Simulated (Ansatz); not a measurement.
```xyz
4
charge 1, multiplicity 2
F    -1.2630   -1.1095    0.4641
H    -0.1078   -0.2155    0.1846
F     0.6964    0.3461    0.0473
H     0.6576    0.9615   -0.6624
```

Geometry: a fixed input geometry, not necessarily a minimum.

Describe the molecule in this file.

The species is H2F2(+). Judged by distances it falls into 2 fragments: F, H2F. It is an open-shell species. All atoms lie on one plane. Coordination: 1 F bent.

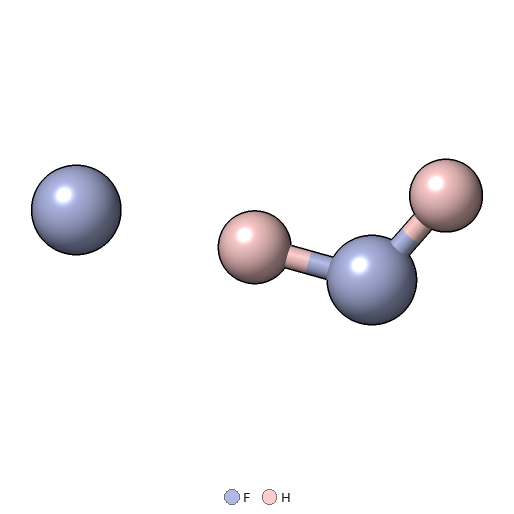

The picture comes from a calculation with Ansatz.
